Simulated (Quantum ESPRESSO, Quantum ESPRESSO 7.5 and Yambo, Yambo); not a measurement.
## Quasiparticle gap of GaN (P6_3mc) in Yambo

Aim: the G0W0 gap of GaN (P6_3mc) on PBE, step by step.

Calculated with Quantum ESPRESSO 7.5 and Yambo 5.3.0; PBE and many-body steps on it, plane waves.

The database entry behind the starting cell differs from later determinations by our own check (about 0.3 % short, ideal inner coordinate), so it need not match the best structure at ambient conditions.

## 1. Starting point

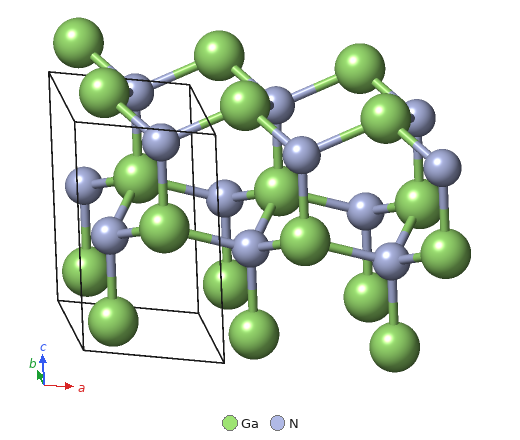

The cell as given, slightly off an axis (gallium green, nitrogen light blue). 3×2×1 cells are drawn. Some periodic images of atoms are drawn too.

The cell and positions come from the Crystallography Open Database and are kept as given unless a step says otherwise.

## 2. Ground state

This step: Quantum ESPRESSO 7.5; DFT, PBE, plane waves, norm-conserving pseudopotentials.

The ground-state density comes first.

Contents of pw.in:

```
&control
  calculation = 'scf'
  prefix = 'x'
  outdir = 'o'
  pseudo_dir = 'pseudo'
/
&system
  ibrav = 0
  nat = 4
  ntyp = 2
  ecutwfc = 104.0
  nbnd = 32
  force_symmorphic = .true.
/
&electrons
  conv_thr = 1e-10
  electron_maxstep = 80
  mixing_beta = 0.5
/
ATOMIC_SPECIES
  Ga 69.723 Ga.upf
  N 14.007 N.upf
CELL_PARAMETERS angstrom
  3.1800000000 0.0000000000 0.0000000000
  -1.5900000000 2.7539607840 0.0000000000
  0.0000000000 0.0000000000 5.1660000000
ATOMIC_POSITIONS crystal
  Ga 0.3333333333 0.6666666667 0.0000000000
  Ga 0.6666666667 0.3333333333 0.5000000000
  N 0.3333333333 0.6666666667 0.3750000000
  N 0.6666666667 0.3333333333 0.8750000000
K_POINTS automatic
  6 6 4 0 0 0
```

Started as:

```
> OMP_NUM_THREADS=1 mpirun -n 4 pw.x -nk 4 -in pw.in > pw.out
```

Log:

```text
Program PWSCF v.7.5 starts

     This program is part of the open-source Quantum ESPRESSO suite
     for quantum simulation of materials; please cite
         "P. Giannozzi et al., J. Phys.:Condens. Matter 21 395502 (2009);
         "P. Giannozzi et al., J. Phys.:Condens. Matter 29 465901 (2017);
         "P. Giannozzi et al., J. Chem. Phys. 152 154105 (2020);
     in publications or presentations arising from this work. More details at
     Message from routine setup:
     using ibrav=0 with symmetry is DISCOURAGED, use correct ibrav instead

     G-vector sticks info

     bravais-lattice index     =            0
     lattice parameter (alat)  =       6.0093  a.u.
     unit-cell volume          =     305.3064 (a.u.)^3
     number of atoms/cell      =            4
     number of atomic types    =            2
     number of electrons       =        52.00
     number of Kohn-Sham states=           32
     kinetic-energy cutoff     =     104.0000  Ry
     charge density cutoff     =     416.0000  Ry
     scf convergence threshold =      1.0E-10
     mixing beta               =       0.5000
     number of iterations used =            8  plain     mixing
     Exchange-correlation= PBE
                           (   1   4   3   4   0   0   0)

     celldm(1)=   6.009329  celldm(2)=   0.000000  celldm(3)=   0.000000
     celldm(4)=   0.000000  celldm(5)=   0.000000  celldm(6)=   0.000000

     crystal axes: (cart. coord. in units of alat)
               a(1) = (   1.000000   0.000000   0.000000 )
               a(2) = (  -0.500000   0.866025   0.000000 )
               a(3) = (   0.000000   0.000000   1.624528 )

     reciprocal axes: (cart. coord. in units 2 pi/alat)
               b(1) = (  1.000000  0.577350 -0.000000 )
               b(2) = (  0.000000  1.154701  0.000000 )
               b(3) = (  0.000000 -0.000000  0.615563 )
     Pseudo is Norm-conserving + core correction, Zval = 21.0
     Generated using ONCVPSP code by D. R. Hamann
     Using radial grid of 1902 points,  6 beta functions with:
     Pseudo is Norm-conserving + core correction, Zval =  5.0
     Generated using ONCVPSP code by D. R. Hamann
     Using radial grid of 1058 points,  4 beta functions with:
     Ga               21.00    69.72300     Ga( 1.00)
     N                 5.00    14.00700     N ( 1.00)

      6 Sym. Ops. (no inversion) found

   Cartesian axes

     site n.     atom                  positions (alat units)
         1        Ga     tau(   1) = (  -0.0000000   0.5773503   0.0000000  )
         2        Ga     tau(   2) = (   0.5000000   0.2886751   0.8122642  )
         3        N      tau(   3) = (  -0.0000000   0.5773503   0.6091981  )
         4        N      tau(   4) = (   0.5000000   0.2886751   1.4214623  )

     number of k points=    24
                       cart. coord. in units 2pi/alat
        k(    1) = (   0.0000000   0.0000000   0.0000000), wk =   0.0138889
        k(    2) = (   0.0000000   0.0000000   0.1538908), wk =   0.0277778
        k(    3) = (   0.0000000   0.0000000  -0.3077816), wk =   0.0138889
        k(    4) = (   0.0000000   0.1924501   0.0000000), wk =   0.0833333
        k(    5) = (   0.0000000   0.1924501   0.1538908), wk =   0.0833333
        k(    6) = (   0.0000000   0.1924501  -0.3077816), wk =   0.0833333
        k(    7) = (   0.0000000   0.3849002   0.0000000), wk =   0.0833333
        k(    8) = (   0.0000000   0.3849002   0.1538908), wk =   0.0833333
        k(    9) = (   0.0000000   0.3849002  -0.3077816), wk =   0.0833333
        k(   10) = (   0.0000000  -0.5773503   0.0000000), wk =   0.0416667
     [... 12 further rows ...]
        k(   23) = (   0.0000000  -0.3849002   0.1538908), wk =   0.0833333
        k(   24) = (  -0.1666667  -0.4811252   0.1538908), wk =   0.1666667

     Dense  grid:    43821 G-vectors     FFT dimensions: (  40,  40,  64)

     Initial potential from superposition of free atoms

     starting charge      51.9946, renormalised to      52.0000
     Starting wfcs are   34 randomized atomic wfcs

     per-process dynamical memory:    44.7 Mb

     Self-consistent Calculation

     iteration #  1     ecut=   104.00 Ry     beta= 0.50

     total energy              =   -1034.59497690 Ry
     estimated scf accuracy    <       1.05662251 Ry

     iteration #  2     ecut=   104.00 Ry     beta= 0.50

     total energy              =   -1034.91117966 Ry
     estimated scf accuracy    <       0.20104758 Ry

     iteration #  3     ecut=   104.00 Ry     beta= 0.50

     total energy              =   -1034.94296047 Ry
     estimated scf accuracy    <       0.00703935 Ry

     iteration #  4     ecut=   104.00 Ry     beta= 0.50

     total energy              =   -1034.94329874 Ry
     estimated scf accuracy    <       0.00158133 Ry

     iteration #  5     ecut=   104.00 Ry     beta= 0.50

     total energy              =   -1034.94366993 Ry
     estimated scf accuracy    <       0.00005905 Ry

     iteration #  6     ecut=   104.00 Ry     beta= 0.50

     total energy              =   -1034.94367938 Ry
     estimated scf accuracy    <       0.00004000 Ry

     iteration #  7     ecut=   104.00 Ry     beta= 0.50

     total energy              =   -1034.94368626 Ry
     estimated scf accuracy    <       0.00000012 Ry

     iteration #  8     ecut=   104.00 Ry     beta= 0.50

     total energy              =   -1034.94368626 Ry
     estimated scf accuracy    <       0.00000056 Ry

     iteration #  9     ecut=   104.00 Ry     beta= 0.50

     total energy              =   -1034.94368625 Ry
     estimated scf accuracy    <       0.00000007 Ry

     iteration # 10     ecut=   104.00 Ry     beta= 0.50

     total energy              =   -1034.94368628 Ry
     estimated scf accuracy    <       0.00000002 Ry

     iteration # 11     ecut=   104.00 Ry     beta= 0.50

     total energy              =   -1034.94368628 Ry
     estimated scf accuracy    <          2.7E-10 Ry

     iteration # 12     ecut=   104.00 Ry     beta= 0.50

     End of self-consistent calculation

          k = 0.0000 0.0000 0.0000 (  5455 PWs)   bands (ev):

  -130.2435-130.2435 -80.9841 -80.9841 -80.9840 -80.9838 -80.9838 -80.9826
    -4.1846  -3.2664  -1.6792  -1.6580  -1.6580  -1.5951  -1.5951  -1.4088
    -1.4088  -1.3069  -1.3069  -0.0199   4.7284  10.7982  10.7982  11.7957
    11.8561  11.8561  13.8570  16.1938  21.1147  21.8318  21.8318  22.7620

          k = 0.0000 0.0000 0.1539 (  5486 PWs)   bands (ev):

  -130.2435-130.2435 -80.9841 -80.9841 -80.9840 -80.9840 -80.9839 -80.9829
    -4.0061  -3.3385  -1.6545  -1.6545  -1.6218  -1.6096  -1.6096  -1.3891
    -1.3891  -1.3173  -1.3173  -0.5871   5.8002  10.3125  10.9464  10.9464
    11.6945  11.6945  15.0362  16.2987  20.7304  21.5350  21.9164  21.9164

          k = 0.0000 0.0000-0.3078 (  5444 PWs)   bands (ev):

  -130.2435-130.2435 -80.9840 -80.9840 -80.9840 -80.9840 -80.9833 -80.9833
    -3.6146  -3.6146  -1.6371  -1.6371  -1.6371  -1.6371  -1.3483  -1.3483
    -1.3483  -1.3483  -1.3210  -1.3210   7.9933   7.9933  11.3138  11.3138
    11.3138  11.3138  16.1767  16.1767  20.4274  20.4274  22.3487  22.3487

          k = 0.0000 0.1925 0.0000 (  5469 PWs)   bands (ev):

     [... further k-points ...]

     highest occupied, lowest unoccupied level (ev):    11.8561   13.8570

!    total energy              =   -1034.94368628 Ry
     estimated scf accuracy    <          1.0E-11 Ry

     The total energy is the sum of the following terms:
     one-electron contribution =    -776.88336195 Ry
     hartree contribution      =     400.84173509 Ry
     xc contribution           =    -115.94320045 Ry
     ewald contribution        =    -542.95885897 Ry

     convergence has been achieved in  12 iterations

     XML data file, charge density, pseudopotentials, collected wavefunctions

=------------------------------------------------------------------------------=
   JOB DONE.
=------------------------------------------------------------------------------=
```

The job ended after 16 s (4 MPI ranks of Arm Neoverse V2, shared host; peak memory 0.37 GiB).

Numbers from this step:

| Item | Value |
| --- | --- |
| total energy | -14081.1262 eV |
| gap | 2.001 eV |
| k of the valence top | 0, 0, 0 |
| k of the conduction bottom | 0, 0, 0 |
| least direct gap | 2.001 eV |

The gap is direct, at Γ.

## 3. Bands along the symmetry lines

The cheap functional maps the bands first; the places of the edges decide which points the dearer methods must see.

Contents of pw.in:

```
&control
  calculation = 'bands'
  prefix = 'x'
  outdir = 'o'
  pseudo_dir = 'pseudo'
/
&system
  ibrav = 0
  nat = 4
  ntyp = 2
  ecutwfc = 104.0
  nbnd = 32
  force_symmorphic = .true.
/
&electrons
  conv_thr = 1e-9
  electron_maxstep = 80
  diago_full_acc = .true.
  diago_thr_init = 5e-6
/
ATOMIC_SPECIES
  Ga 69.723 Ga.upf
  N 14.007 N.upf
CELL_PARAMETERS angstrom
  3.1800000000 0.0000000000 0.0000000000
  -1.5900000000 2.7539607840 0.0000000000
  0.0000000000 0.0000000000 5.1660000000
ATOMIC_POSITIONS crystal
  Ga 0.3333333333 0.6666666667 0.0000000000
  Ga 0.6666666667 0.3333333333 0.5000000000
  N 0.3333333333 0.6666666667 0.3750000000
  N 0.6666666667 0.3333333333 0.8750000000
K_POINTS crystal
  75
  0.00000000 0.00000000 0.00000000 1
  0.06250000 0.00000000 0.00000000 1
  0.12500000 0.00000000 0.00000000 1
  0.18750000 0.00000000 0.00000000 1
  0.25000000 0.00000000 0.00000000 1
  0.31250000 0.00000000 0.00000000 1
  0.37500000 0.00000000 0.00000000 1
  0.43750000 0.00000000 0.00000000 1
  0.50000000 0.00000000 0.00000000 1
  0.47916667 0.04166667 0.00000000 1
  0.45833333 0.08333333 0.00000000 1
  0.43750000 0.12500000 0.00000000 1
  0.41666666 0.16666666 0.00000000 1
  0.39583333 0.20833333 0.00000000 1
  0.37500000 0.25000000 0.00000000 1
  0.35416666 0.29166666 0.00000000 1
  0.33333333 0.33333333 0.00000000 1
  0.29166666 0.29166666 0.00000000 1
  0.25000000 0.25000000 0.00000000 1
  0.20833333 0.20833333 0.00000000 1
  0.16666666 0.16666666 0.00000000 1
  0.12500000 0.12500000 0.00000000 1
  0.08333333 0.08333333 0.00000000 1
  0.04166667 0.04166667 0.00000000 1
  0.00000000 0.00000000 0.00000000 1
  0.00000000 0.00000000 0.06250000 1
  0.00000000 0.00000000 0.12500000 1
  0.00000000 0.00000000 0.18750000 1
  0.00000000 0.00000000 0.25000000 1
  0.00000000 0.00000000 0.31250000 1
  0.00000000 0.00000000 0.37500000 1
  0.00000000 0.00000000 0.43750000 1
  0.00000000 0.00000000 0.50000000 1
  0.06250000 0.00000000 0.50000000 1
  0.12500000 0.00000000 0.50000000 1
  0.18750000 0.00000000 0.50000000 1
  0.25000000 0.00000000 0.50000000 1
  0.31250000 0.00000000 0.50000000 1
  0.37500000 0.00000000 0.50000000 1
  0.43750000 0.00000000 0.50000000 1
  0.50000000 0.00000000 0.50000000 1
  0.47916667 0.04166667 0.50000000 1
  0.45833333 0.08333333 0.50000000 1
  0.43750000 0.12500000 0.50000000 1
  0.41666666 0.16666666 0.50000000 1
  0.39583333 0.20833333 0.50000000 1
  0.37500000 0.25000000 0.50000000 1
  0.35416666 0.29166666 0.50000000 1
  0.33333333 0.33333333 0.50000000 1
  0.29166666 0.29166666 0.50000000 1
  0.25000000 0.25000000 0.50000000 1
  0.20833333 0.20833333 0.50000000 1
  0.16666666 0.16666666 0.50000000 1
  0.12500000 0.12500000 0.50000000 1
  0.08333333 0.08333333 0.50000000 1
  0.04166667 0.04166667 0.50000000 1
  0.00000000 0.00000000 0.50000000 1
  0.50000000 0.00000000 0.50000000 1
  0.50000000 0.00000000 0.43750000 1
  0.50000000 0.00000000 0.37500000 1
  0.50000000 0.00000000 0.31250000 1
  0.50000000 0.00000000 0.25000000 1
  0.50000000 0.00000000 0.18750000 1
  0.50000000 0.00000000 0.12500000 1
  0.50000000 0.00000000 0.06250000 1
  0.50000000 -0.00000000 0.00000000 1
  0.33333333 0.33333333 0.50000000 1
  0.33333333 0.33333333 0.43750000 1
  0.33333333 0.33333333 0.37500000 1
  0.33333333 0.33333333 0.31250000 1
  0.33333333 0.33333333 0.25000000 1
  0.33333333 0.33333333 0.18750000 1
  0.33333333 0.33333333 0.12500000 1
  0.33333333 0.33333333 0.06250000 1
  0.33333333 0.33333333 0.00000000 1
```

Log:

```text
[banner, memory and clock lines left out]
Program PWSCF v.7.5 starts

     Atomic positions and unit cell read from directory:
     o/x.save/

     Message from routine setup:
     using ibrav=0 with symmetry is DISCOURAGED, use correct ibrav instead

     G-vector sticks info

     bravais-lattice index     =            0
     lattice parameter (alat)  =       6.0093  a.u.
     unit-cell volume          =     305.3064 (a.u.)^3
     number of atoms/cell      =            4
     number of atomic types    =            2
     number of electrons       =        52.00
     number of Kohn-Sham states=           32
     kinetic-energy cutoff     =     104.0000  Ry
     charge density cutoff     =     416.0000  Ry
     Exchange-correlation= PBE
                           (   1   4   3   4   0   0   0)

     celldm(1)=   6.009329  celldm(2)=   0.000000  celldm(3)=   0.000000
     celldm(4)=   0.000000  celldm(5)=   0.000000  celldm(6)=   0.000000

     crystal axes: (cart. coord. in units of alat)
               a(1) = (   1.000000   0.000000   0.000000 )
               a(2) = (  -0.500000   0.866025   0.000000 )
               a(3) = (   0.000000   0.000000   1.624528 )

     reciprocal axes: (cart. coord. in units 2 pi/alat)
               b(1) = (  1.000000  0.577350 -0.000000 )
               b(2) = (  0.000000  1.154701  0.000000 )
               b(3) = (  0.000000 -0.000000  0.615563 )
     Pseudo is Norm-conserving + core correction, Zval = 21.0
     Generated using ONCVPSP code by D. R. Hamann
     Using radial grid of 1902 points,  6 beta functions with:
     Pseudo is Norm-conserving + core correction, Zval =  5.0
     Generated using ONCVPSP code by D. R. Hamann
     Using radial grid of 1058 points,  4 beta functions with:
     Ga               21.00    69.72300     Ga( 1.00)
     N                 5.00    14.00700     N ( 1.00)

      6 Sym. Ops. (no inversion) found

   Cartesian axes

     site n.     atom                  positions (alat units)
         1        Ga     tau(   1) = (  -0.0000000   0.5773503   0.0000000  )
         2        Ga     tau(   2) = (   0.5000000   0.2886751   0.8122642  )
         3        N      tau(   3) = (  -0.0000000   0.5773503   0.6091981  )
         4        N      tau(   4) = (   0.5000000   0.2886751   1.4214623  )

     number of k points=    75
                       cart. coord. in units 2pi/alat
        k(    1) = (   0.0000000   0.0000000   0.0000000), wk =   0.0266667
        k(    2) = (   0.0625000   0.0360844   0.0000000), wk =   0.0266667
        k(    3) = (   0.1250000   0.0721688   0.0000000), wk =   0.0266667
[...]
[... 63 further rows ...]
        k(   74) = (   0.3333333   0.5773503   0.0384727), wk =   0.0266667
        k(   75) = (   0.3333333   0.5773503   0.0000000), wk =   0.0266667

     Dense  grid:    43821 G-vectors     FFT dimensions: (  40,  40,  64)

     The potential is recalculated from file :
     o/x.save/charge-density

     Starting wfcs are   34 randomized atomic wfcs

     Band Structure Calculation

     End of band structure calculation

          k = 0.0000 0.0000 0.0000 (  5455 PWs)   bands (ev):

  -130.2435-130.2435 -80.9841 -80.9841 -80.9840 -80.9838 -80.9838 -80.9826
    -4.1846  -3.2664  -1.6792  -1.6580  -1.6580  -1.5951  -1.5951  -1.4088
    -1.4088  -1.3069  -1.3069  -0.0199   4.7284  10.7982  10.7982  11.7957
    11.8561  11.8561  13.8570  16.1938  21.1147  21.8318  21.8318  22.7620

          k = 0.0625 0.0361 0.0000 (  5481 PWs)   bands (ev):

  -130.2435-130.2435 -80.9842 -80.9842 -80.9841 -80.9839 -80.9839 -80.9827
[...]
k = 0.1250 0.0722 0.0000 (  5461 PWs)   bands (ev):

  -130.2435-130.2435 -80.9842 -80.9842 -80.9840 -80.9840 -80.9839 -80.9827
[...]
k = 0.3333 0.5774 0.0385 (  5454 PWs)   bands (ev):

  -130.2435-130.2434 -80.9849 -80.9848 -80.9848 -80.9845 -80.9832 -80.9832
[...]
k = 0.3333 0.5774 0.0000 (  5460 PWs)   bands (ev):

  -130.2435-130.2434 -80.9849 -80.9848 -80.9848 -80.9845 -80.9832 -80.9832
[...]
-1.3740  -1.3270   0.4004   0.4004   6.5142   6.5142   6.5319   8.8243
     8.8243   9.1487  17.0135  19.7504  19.7504  20.2990  21.8010  21.8010

     XML data file, pseudopotentials, collected wavefunctions
```

Wall time 9.8 s (4 MPI ranks); peak memory 0.28 GiB; 39 s of CPU time.

This step gave:

| Quantity | Value |
| --- | --- |
| gap | 2.001 eV |
| k of the valence top | 0, 0, 0 |
| k of the conduction bottom | 0, 0, 0 |
| least direct gap | 2.001 eV |

The gap is 2.001 eV, as in the run before at this level.

The electronic bands at the labelled points (eV, zero at the top of the highest filled band):

```tsv
point	band 23	band 24	band 25	band 26	band 27	band 28	band 29	band 30
Γ	-1.06	-0.06	0.00	0.00	2.00	4.34	9.26	9.98
M	-4.26	-2.77	-2.25	-0.98	5.11	5.64	6.10	8.68
K	-5.32	-3.03	-3.03	-2.71	5.16	7.89	7.89	8.44
Γ	-1.06	-0.06	0.00	0.00	2.00	4.34	9.26	9.98
A	-0.54	-0.54	-0.54	-0.54	4.32	4.32	8.57	8.57
L	-1.95	-1.95	-1.92	-1.92	4.46	4.46	7.87	7.87
H	-4.21	-4.21	-1.50	-1.50	6.53	6.53	7.35	7.35
A	-0.54	-0.54	-0.54	-0.54	4.32	4.32	8.57	8.57
jump to L	-1.95	-1.95	-1.92	-1.92	4.46	4.46	7.87	7.87
M	-4.26	-2.77	-2.25	-0.98	5.11	5.64	6.10	8.68
jump to H	-4.21	-4.21	-1.50	-1.50	6.53	6.53	7.35	7.35
K	-5.32	-3.03	-3.03	-2.71	5.16	7.89	7.89	8.44
```

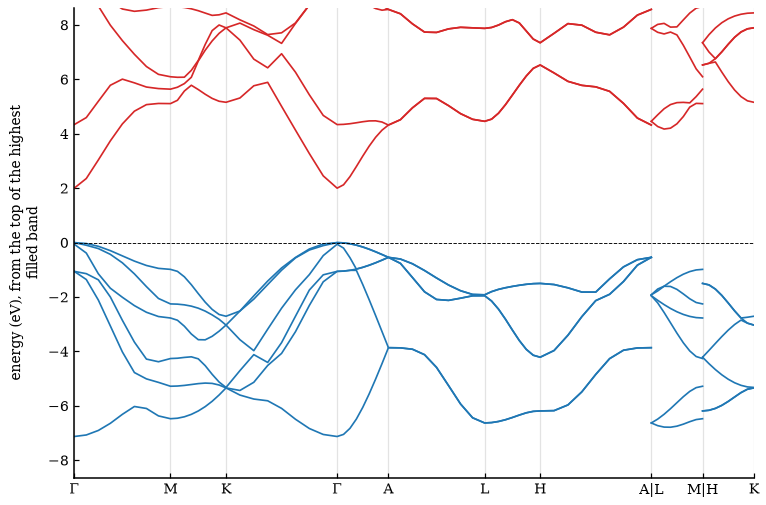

Electronic bands along the path; lines of filled and empty bands in two colours.

(Part 1 of 3 ends here.)

[Paths, hosts, dates, memory and timing lines, banners, echoed tables and standing remarks are left out of the program output.]

[Logs are printed without paths, hosts, clocks, repeated set-up lines and the standing remarks that a program may print on its own settings, such as how far it seeks lower states.]

[Runs of the session that timed out or met a known fault of the program may be left out.]

[Hosts, paths, dates, database ids (printed as entryN), source tags and the programs' standing remarks are cut or masked in the printed files.]
